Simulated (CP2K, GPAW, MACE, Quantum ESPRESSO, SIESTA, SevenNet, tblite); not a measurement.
# Predicting plane-wave site energies from GPAW dzp, PBE: a vacancy of Ge in amorphous Ge at 5.05 g/cm^3 (72 atoms)

Density of this cell: 5.05 g/cm³. The cell holds 72 atoms: 72 Ge. Cell: a = 11.980 Å, b = 11.980 Å, c = 11.980 Å, α = 90.0°, β = 90.0°, γ = 90.0°. 72 atoms (72 Ge) placed at random at 5.05 g/cm³, melted at 3500 K for 10 ps at fixed volume with the Tersoff potential (Tersoff, Phys. Rev. B 39, 5566 (1989)). Quenched from 3500 K to 300 K at 20 K/ps and fixed volume, annealed at 800 K for 20 ps, held 5 ps, then minimised at fixed cell. Then the atoms were relaxed with MACE MP-0b3 medium in the fixed cell.

Calculated with Quantum ESPRESSO 7.5: PBE; plane waves, SSSP efficiency, 45/360 Ry; k-points Γ. The cheaper level is PBE; dzp orbitals, PAW, h 0.18 Å; k-points Γ. Each row is one cell with a vacancy of Ge, relaxed with MACE MP-0b3 medium; both levels solve the same cells, and energies are counted from site Ge10 at each level.

```
energy from GPAW dzp, PBE (eV)  energy from plane waves (eV)  site
                         0.000                             0  Ge10
                         0.388                             ?     ?
                         0.501                        0.2204  Ge42
                         0.528                        0.3084   Ge8
                         0.808                        0.8299  Ge58
```

Task: Fit a straight line to the rows given and interpolate to the withheld row.

**Working.**

Take u as the energy from GPAW dzp, PBE and v as that from plane waves.

```
  u (eV)    v (eV)
       0         0
0.501482  0.220378
0.527771  0.308375
0.808079  0.829909
```

With n = 4: mean u = 0.459333, mean v = 0.339666, Σ(u − ū)² = 0.33907, Σ(u − ū)(v − v̄) = 0.31982. Slope b = 0.31982 / 0.33907 = 0.94323; intercept a = v̄ − b ū = -0.093590.

At the withheld site u = 0.3885, and v = a + b u.

Prediction at 0.388: 0.2728 eV. The run gave 0.2429 eV, so the fit is high by 0.030 eV (12 % of the value).

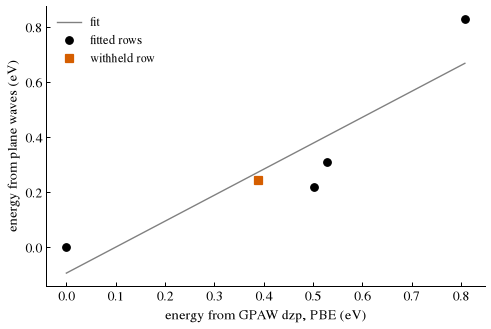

The fit, the rows that it rests on and the withheld row.

The slope of 0.94 says that GPAW dzp, PBE spreads the sites about as widely as plane waves do. Taken as it stands, without the line, its value misses the withheld site by 0.15 eV. Among the rows given, the largest miss of the fit is at 0.808, by 0.16 eV (19 % of the range of the table).

Limits: Few sites, one cell. The geometries are those of MACE MP-0b3 medium, not of DFT.

[Logs are printed without paths, hosts, clocks, repeated set-up lines and the standing remarks that a program may print on its own settings, such as how far it seeks lower states.]

[Hosts, paths, dates, database ids (printed as entryN), source tags and the programs' standing remarks are cut or masked in the printed files.]
